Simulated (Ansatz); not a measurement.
System: Si$_{2}$B$_{3}$.

```yaml
crystal:
  lattice:
    - [2.56460, 1.48185, 0.10300]
    - [-2.56460, 1.48185, -0.10300]
    - [-0.22310, 0.00000, 5.55366]
  atoms:
    - { symbol: Si, position: [0.33335, 0.66668, 0.69205] }
    - { symbol: Si, position: [0.66668, 0.33335, 0.30795] }
    - { symbol: B, position: [0.00001, 0.00001, 0.50000] }
    - { symbol: B, position: [0.66668, 0.33335, 0.96093] }
    - { symbol: B, position: [0.33335, 0.66668, 0.03907] }
```

Space group P-3m1; a generated structure, not necessarily the stable one; changed on purpose from its base cell (volume × 0.88, shape and atoms relaxed); computed pressure about 20 GPa in this cell; computed without spin polarisation.

Method: DFT PBE, scalar-relativistic, plane waves, PAW in Ansatz.

> What will maps of the valence pseudo-density and electron localisation function show?

Si–B (1.93 Å): the density is about 0.66 e/Å³ at the midpoint; the ELF peaks at about 0.75 between the atoms.

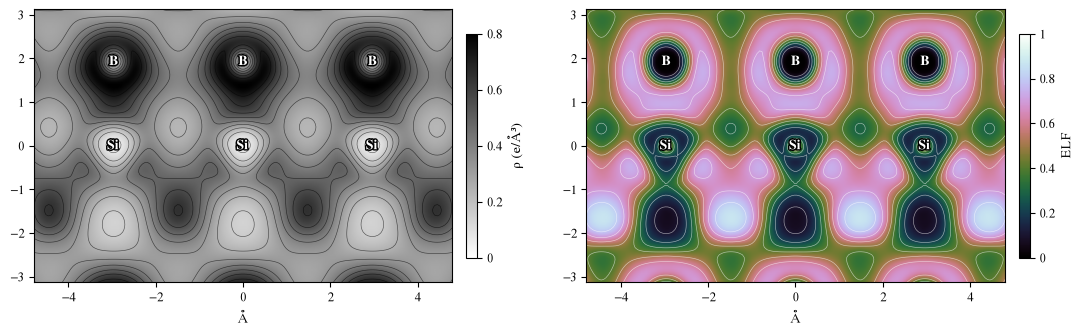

Computed valence pseudo-density and electron localisation function on the (100) plane of the conventional cell, in this order. Atoms just off the plane (Si, 0.9 Å away and B, 0.9 Å away) can leave unmarked features too.

Core electrons are frozen (PAW), and the valence fields are smoothed inside the atomic spheres.
